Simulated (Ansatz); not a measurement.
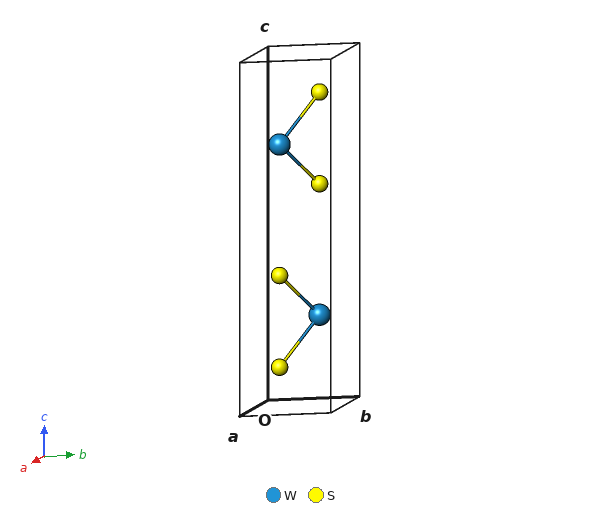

Crystal: WS2, the geometry relaxed with Ansatz 0.2.0, DFT, PBE-D3(BJ), plane waves, PAW; the starting structure was generated, so it need not be a known form of this composition. One unit cell is drawn above. Symmetry computed with spglib at a tolerance of 0.002 Å; standard conventional cell.

```
W S
1.0
     3.15415    0.00000    0.00000
    -1.57707    2.73157    0.00000
     0.00000    0.00000   12.14324
W S
2 4
Direct
  0.33333 0.66667 0.25000
  0.66667 0.33333 0.75000
  0.66667 0.33333 0.37967
  0.66667 0.33333 0.12033
  0.33333 0.66667 0.87967
  0.33333 0.66667 0.62033
```

> What is its point group?

6/mmm (D6h), order 24, hexagonal system: one sixfold axis, six twofold axes, seven mirror planes, an inversion centre.

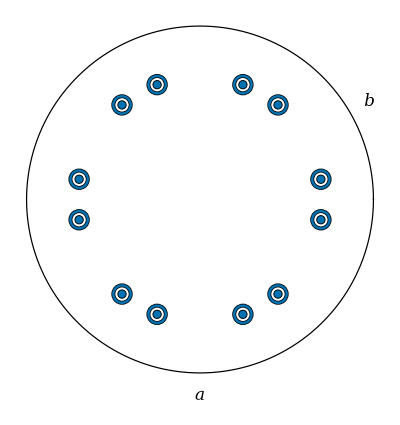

Stereographic projection: filled dots lie in the upper hemisphere, open rings in the lower. The poles are one general form. The c axis points at the viewer.

> What does this class allow?

Class 6/mmm is centrosymmetric, so neither piezoelectric nor pyroelectric; it is not chiral. Its Laue class is 6/mmm.
